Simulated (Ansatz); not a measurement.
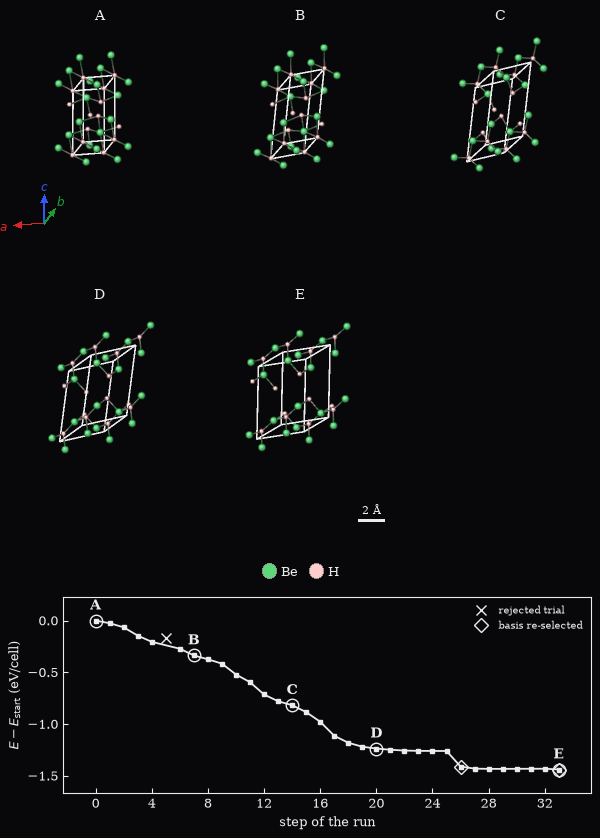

Frames of a relaxation of crystalline Be₂H₃ (built on the A-type sesquioxide_164 type) (coarse preliminary run), marked on the history of the run. Style: ball-and-stick. Shown: the cell of the calculation, from a free direction.

Theory: DFT PBE, scalar-relativistic, plane waves, PAW in Ansatz 0.2.0. Settings: plane-wave cutoff 420 eV; k-point mesh 12 × 12 × 4; occupations gaussian; smearing width 0.1 eV; no spin polarisation; cell and atoms relaxed; force threshold 0.015 eV/Å; at most 120 steps.

**What happens along the run?**

A Be atom moves most relative to the cell: 1.60 Å roughly along [2 −1 0]. Largest moves by element: Be 1.60 Å, H 0.78 Å. The drawn cell changes as follows: a 2.493 → 3.882 Å (+55.7 %), b 2.453 → 3.179 Å (+29.6 %), c 5.674 → 6.410 Å (+13.0 %), α 91.0° → 90.3°, β 90.3° → 91.6°, γ 119.3° → 144.7°; the volume changes by +51.0 %. Near-neighbour distances that change, for instance: Be–H 1.533 → 3.490 Å, Be–H 1.626 → 3.481 Å, Be–H 1.758 → 1.401 Å, Be–H 1.740 → 1.449 Å. Bonds break: Be–H (1.53 → 3.49 Å). The space group stays P1 (No. 1). Over 30 accepted moves (33 points after the start) the energy falls by 1.439 eV per cell of the calculation. The largest force component goes from 0.31 to 0.0067 eV/Å. Pressure: −0.90 GPa at the start and −0.01 GPa at the end. The line search rejected the trial step at point 5 of the run. At 2 points the geometry stayed and the basis and grid were re-selected for the new cell (energy shift of 0.150 eV per cell of the calculation at most each time). From step 0 to 7: a Be atom moves most (0.23 Å), volume +5.7 %, energy −0.337 eV per cell of the calculation. From step 7 to 14: an H atom moves most (0.57 Å), volume +19.7 %, energy −0.481 eV per cell of the calculation. From step 14 to 20: a Be atom moves most (0.84 Å), volume +7.7 %, energy −0.419 eV per cell of the calculation. From step 20 to 33: an H atom moves most (0.37 Å), volume +10.8 %, energy −0.202 eV per cell of the calculation.

| step | E − E(0), meV/atom | largest force component, eV/Å | pressure, GPa | volume, Å³/atom | note |
| --- | --- | --- | --- | --- | --- |
| 0 | 0.00 | 0.3130 | -0.90 | 6.049 |  |
| 1 | -5.09 | 0.1905 | -0.32 | 6.155 |  |
| 2 | -13.02 | 0.2188 | -0.05 | 6.233 |  |
| 3 | -29.04 | 0.6229 | 1.16 | 6.253 |  |
| 4 | -41.07 | 0.5665 | 2.73 | 6.280 |  |
| 5 | -33.47 | 1.0063 | 2.44 | 6.258 | rejected |
| 6 | -54.42 | 0.1521 | -0.16 | 6.328 |  |
| 7 | -67.31 | 0.2452 | -0.32 | 6.394 |  |
| 8 | -74.84 | 0.6206 | -0.55 | 6.492 |  |
| 9 | -83.20 | 0.2181 | -0.96 | 6.519 |  |
| 10 | -104.24 | 0.2816 | 0.88 | 6.619 |  |
| 11 | -119.04 | 0.5484 | 2.38 | 6.764 |  |
| 12 | -142.87 | 0.2301 | 1.34 | 7.042 |  |
| 14 | -163.57 | 0.2218 | -0.13 | 7.653 |  |
| 15 | -176.87 | 0.2810 | -0.36 | 7.981 |  |
| 16 | -195.51 | 0.2495 | -0.67 | 8.198 |  |
| 17 | -222.58 | 0.2620 | -0.18 | 8.296 |  |
| 18 | -236.17 | 0.3187 | -0.21 | 8.394 |  |
| 20 | -247.42 | 0.0236 | 0.18 | 8.242 |  |
| 21 | -249.67 | 0.0201 | -0.13 | 8.362 |  |
| 22 | -251.26 | 0.0104 | -0.03 | 8.312 |  |
| 23 | -251.84 | 0.0406 | 0.15 | 8.243 |  |
| 25 | -252.09 | 0.0068 | 0.02 | 8.173 |  |
| 26 | -282.07 | 0.0272 | 1.42 | 8.173 | same geometry, new basis |
| 27 | -286.16 | 0.0238 | 0.58 | 8.530 |  |
| 28 | -286.63 | 0.0139 | 0.11 | 8.733 |  |
| 29 | -286.66 | 0.0086 | 0.07 | 8.852 |  |
| 31 | -286.43 | 0.0060 | -0.01 | 9.103 |  |
| 32 | -286.37 | 0.0065 | -0.01 | 9.136 |  |
| 33 | -287.85 | 0.0067 | -0.01 | 9.136 | same geometry, new basis |
